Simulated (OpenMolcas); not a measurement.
**HO2 (hydroperoxy): ROCCSD(T)/def2-TZVPP**

What is the vertical ionisation energy of HO2 (hydroperoxy) at ROCCSD(T)/def2-TZVPP? 

The results are computed with OpenMolcas 26.06.

**1. The molecule**

HO2: 3 atoms, total charge 0, spin state doublet. SMILES: `[O]O`. Geometry: relaxed at PBE0-D4/def2-TZVP.

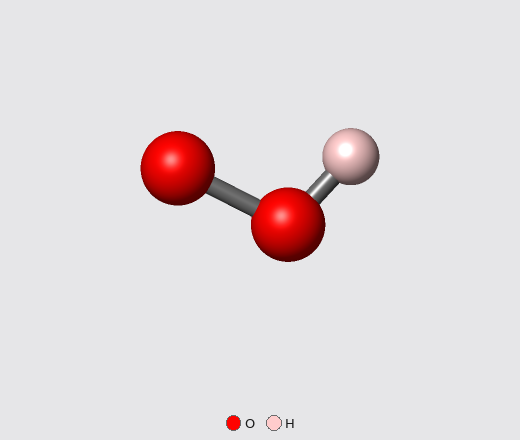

Viewed from a chosen angle; oxygen red, hydrogen pink.

**2. The energy at ROCCSD(T)/def2-TZVPP**

File geom.xyz:

```xyz
3

O     -0.355150     0.941950    -0.088650
O     -0.244540    -0.359400    -0.172440
H      0.599690    -0.582550     0.261090
```

File job.inp:

```
* HO2 CCSD(T)

&gateway
  baslib
  $CurrDir
  coord
  geom.xyz
  basis
  def2-TZVPP
  group
  NoSym

&seward

&scf
  uhf
  spin
  2
  prorbitals
  0

&rasscf
  fileorb
  $Project.UnaOrb
  spin
  2
  nactel
  1 0 0
  inactive
  8
  ras2
  1
  outorbitals
  Canonical
  orblisting
  Nothing

&motra
  jobiph
  frozen
  2

&ccsdt
  cct
  triples
  3
  iterations
  50
  extrapolation
  5 4
```

The basis set def2-TZVPP is read from a file made from the Basis Set Exchange's data (not shown).

Command:

```console
$ export MOLCAS_MEM=1860
$ pymolcas job.inp > job.log
```

The program printed:

```text
--- Start Module: gateway ---
[...]
--- Stop Module: gateway /rc=_RC_ALL_IS_WELL_ ---
[...]
      Basis functions           76
[...]
       Convergence after  17 Iterations
[...]
::    Total SCF energy                               -150.2450785315
[...]
      Total spin, S                                     0.5060798267
[...]
      Number of active orbitals                  1
[...]
      Spin quantum number                      0.5
[...]
      Active orbitals                            1
[...]
      Number of CSFs                             1
[...]
      Number of root(s) required                 1
[...]
      Convergence after  8 iterations
[...]
      printout of CI-coefficients larger than  0.05 for root  1
      energy=    -150.238182
      conf/sym  1     Coeff  Weight
             1  u   1.00000 1.00000
      Natural orbitals and occupation numbers for root  1
      sym 1:   1.000000
      ************************************************************************************************************************
      *                                                    Final results                                                     *
[...]
::    RASSCF root number  1 Total energy:   -150.23818161
[...]
      Total electronic charge=   17.000000
      Total            charge=   -0.000000
[...]
      Dipole Moment (debye):
      Origin of the operator (angstrom)=   -0.2724    0.2646   -0.1186
                   X=  1.6383E+00               Y= -8.4026E-01               Z=  7.9629E-01           Total=  2.0060E+00
      Quadrupole Moment (debye*angstrom):
[...]
--- Start Module: motra ---
[...]
      *** WARNING: Default frozen orbitals is overwritten by user input.
      *** Default values:   2
[...]
--- Stop Module: motra /rc=_RC_ALL_IS_WELL_ ---
--- Start Module: ccsdt ---
[...]
      Convergence after                    17  Iterations
      Total energy (diff) :    -150.70139036      -0.00000006
[...]
 METHOD                       : CCSD+T(CCSD)+<T3(1)WT1>+<T3(1)UT2> = CCSD(T)
[...]
       CCSD     =      -150.7013903600407
[...]
--- Stop Module: ccsdt /rc=_RC_ALL_IS_WELL_ ---
[...]
```

It took 18 s on 1 thread of Arm Neoverse V2, shared host; peak memory 0.43 GiB.

**3. The singlet cation, same level**

geom.xyz is that of step 2.

File job.inp:

```
&gateway
baslib=$CurrDir
coord=geom.xyz
basis=def2-TZVPP
group=NoSym
&seward
&scf
charge=1
prorbitals=0
&rasscf
fileorb=$Project.ScfOrb
spin=1
nactel=0 0 0
inactive=8
ras2=0
outorbitals=Canonical
orblisting=Nothing
&motra
jobiph
frozen=2
&ccsdt
cct
triples=2
iterations=50
extrapolation=5 4
```

The basis set def2-TZVPP is read from a file made from the Basis Set Exchange's data (not shown).

Command:

```console
$ export MOLCAS_MEM=1860
$ pymolcas job.inp > job.log
```

The program printed:

```text
--- Start Module: gateway ---
[...]
--- Stop Module: gateway /rc=_RC_ALL_IS_WELL_ ---
[...]
      Basis functions           76
[...]
       Convergence after  17 Iterations
[...]
::    Total SCF energy                               -149.7774991966
[...]
      Total spin, S                                     0.0000000000
[...]
      Number of active orbitals                  0
[...]
      Spin quantum number                      0.0
[...]
      Active orbitals                            0
[...]
      Number of CSFs                             1
[...]
      Number of root(s) required                 1
[...]
      Convergence after  4 iterations
[...]
      Natural orbitals and occupation numbers for root  1
      ************************************************************************************************************************
      *                                                    Final results                                                     *
      ************************************************************************************************************************
[...]
::    RASSCF root number  1 Total energy:   -149.77749920
[...]
      Total electronic charge=   16.000000
      Total            charge=    1.000000
[...]
      Dipole Moment (debye):
      Origin of the operator (angstrom)=   -0.2724    0.2646   -0.1186
                   X=  1.9271E+00               Y= -9.1493E-01               Z=  9.4476E-01           Total=  2.3331E+00
      Center of Charge (angstrom)
[...]
--- Start Module: motra ---
[...]
      *** WARNING: Default frozen orbitals is overwritten by user input.
      *** Default values:   2
[...]
--- Stop Module: motra /rc=_RC_ALL_IS_WELL_ ---
--- Start Module: ccsdt ---
[...]
      Convergence after                    18  Iterations
      Total energy (diff) :    -150.26269856       0.00000009
[...]
 METHOD                       : CCSD+T(CCSD)+<T3(1)WT1> = CCSD(T)
[...]
       CCSD     =      -150.2626985616361
[...]
--- Stop Module: ccsdt /rc=_RC_ALL_IS_WELL_ ---
[...]
```

Wall time 16 s (1 thread of Arm Neoverse V2, shared host); peak memory 0.43 GiB.

**4. Results**

At ROCCSD(T)/def2-TZVPP, 2 core orbitals frozen:

```
                                                   quantity          value
                                  doublet HO2: total energy  -150.71826 Eh
                                doublet HO2: (T) correction     -16.87 mEh
                               singlet cation: total energy  -150.29043 Eh
        singlet cation: HOMO energy (Hartree–Fock orbitals)      -25.83 eV
        singlet cation: LUMO energy (Hartree–Fock orbitals)      -10.56 eV
      singlet cation: HOMO–LUMO gap (Hartree–Fock orbitals)       15.26 eV
singlet cation: correlation energy (2 core orbitals frozen)     -512.9 mEh
                             singlet cation: (T) correction     -27.73 mEh
         vertical ionisation energy (to the singlet cation)      11.642 eV
```

**Reading.** The vertical ionisation energy comes to 11.64 eV (268 kcal/mol). Only the singlet of the ionised species was computed; a triplet could lie lower. Mulliken charges (singlet cation) of the mean-field density run from +0.20 on O2 to +0.42 on O1. The triples (singlet cation) make up 5.4 % of the correlation energy.
